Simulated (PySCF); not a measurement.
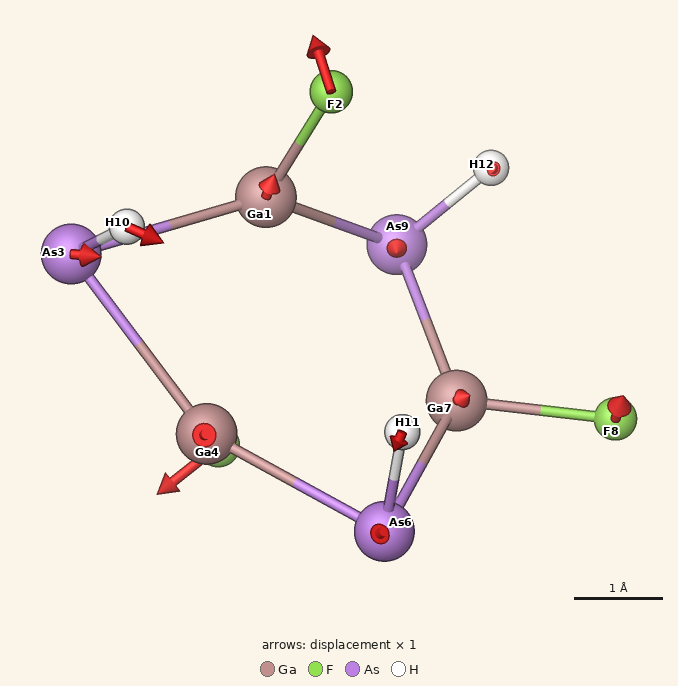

This is a relaxation of Ga3As3H3F3. The starting structure is drawn; red arrows show the displacements, at their true length. The two geometries are superimposed by the best rigid fit.

A ball-and-stick model, seen at a tilt.

The start comes from GFN2-xTB. Its atoms were then displaced at random by about 0.03 Å.

These are results of PBE0-D3(BJ)/def2-SVP geometry optimisation, gas phase in PySCF, not measurements. 

Q: Which element moves most?

A: Fluorine: up to 0.91 Å, against 0.48 Å for hydrogen.

Q: What did the optimiser do to the structure, and how much energy did it gain?

A: The energy falls by 0.984 eV in 23 geometry steps. The largest move after the best rigid fit is that of an F atom, 0.91 Å. By element the largest moves are F 0.91 Å, H 0.48 Å, Ga 0.43 Å, As 0.38 Å. Some distances before and after: F–Ga 2.011 → 1.769 Å, As–Ga 2.585 → 2.405 Å, As–Ga 2.558 → 2.424 Å, As–Ga 2.527 → 2.414 Å. Bond angles that change, for instance: As–Ga–F 93.6° → 111.4°, As–Ga–As 153.1° → 137.8°, As–Ga–As 142.9° → 128.6°.
